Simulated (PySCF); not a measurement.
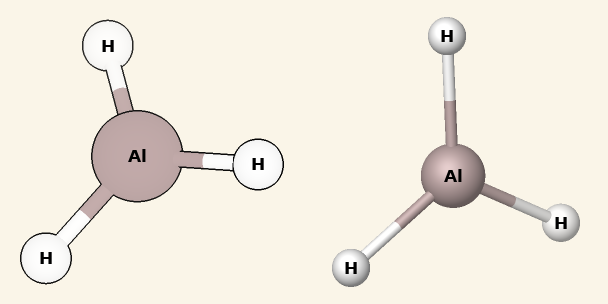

Both panels show the same species.

The computed structure is the end point of a PBE0-D3(BJ)/def2-SVP optimisation. No frequency run is at hand to confirm it as a minimum.

**Give the formula.**

AlH3, 4 atoms: 1 aluminium and 3 hydrogen.

**Count the bonded pairs by element.**

3 Al–H.

**How many sets of symmetry-equivalent atoms are there?**

2: 1 Al, 3 H.

More results for the same structure follow; atom numbers are the same in all pictures, views and colours differ.

### Levels of theory compared

No frequency run is at hand to confirm it as a minimum. Program: PySCF 2.14.0.

Tabulate HOMO energy (eV) at these levels: B97-2/pcSseg-2; BHandHLYP/pcSseg-2; CAM-B3LYP/pcSseg-2; LC-wPBE/pcSseg-2; PBE0/6-311+G(2d,p); PBE0/6-31G; PBE0/6-31G*; PBE0/STO-3G; PBE0/def2-SVP; PBE0/def2-TZVP; WP04/pcSseg-2; ωB97X-D/pcSseg-2.

```tsv
level	HOMO energy (eV)
B97-2/pcSseg-2	−8.34
BHandHLYP/pcSseg-2	−9.78
CAM-B3LYP/pcSseg-2	−9.99
LC-wPBE/pcSseg-2	−11.40
PBE0/6-311+G(2d,p)	−8.57
PBE0/6-31G	−8.63
PBE0/6-31G*	−8.55
PBE0/STO-3G	−5.81
PBE0/def2-SVP	−8.56
PBE0/def2-TZVP	−8.57
WP04/pcSseg-2	−9.65
ωB97X-D/pcSseg-2	−10.51
```

### NMR shielding

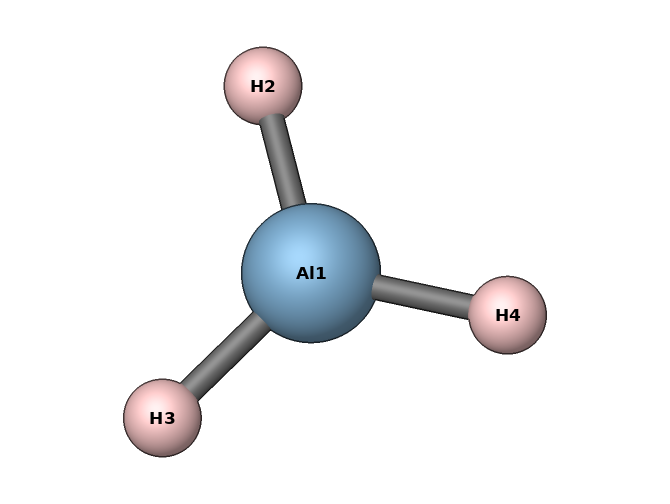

No frequency run is at hand to confirm it as a minimum. Method: GIAO LC-wPBE/pcSseg-2 NMR shielding, non-relativistic, gas phase (PySCF 2.14.0). Principal shieldings σ11 ≤ σ22 ≤ σ33, span Ω = σ33 − σ11, skew κ = 3(σiso − σ22)/Ω.

Give the shielding tensors of the Al atoms.

| atom | σ11 | σ22 | σ33 | σiso | Ω | κ |
| --- | --- | --- | --- | --- | --- | --- |
| Al1 | 221.0 | 221.2 | 406.2 | 282.8 | 185.2 | 1.00 |

Shieldings and span in ppm.

### Charges

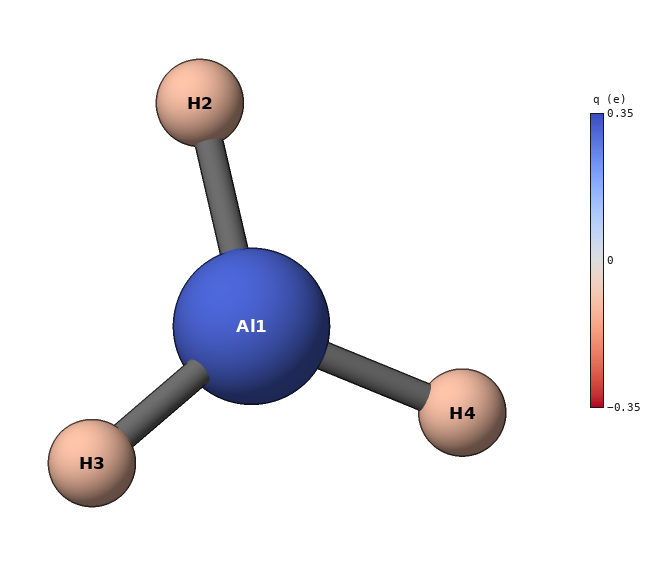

Atoms are coloured by their Mulliken charges. No frequency run is at hand to confirm it as a minimum. Method: PBE0/def2-TZVP, gas phase (PySCF 2.14.0).

List the Mulliken charges.

```
atom  value (e)
 Al1       0.31
  H2      −0.10
  H3      −0.10
  H4      −0.10
```

Mulliken values depend strongly on the basis set and can even reverse the polarity of a bond.
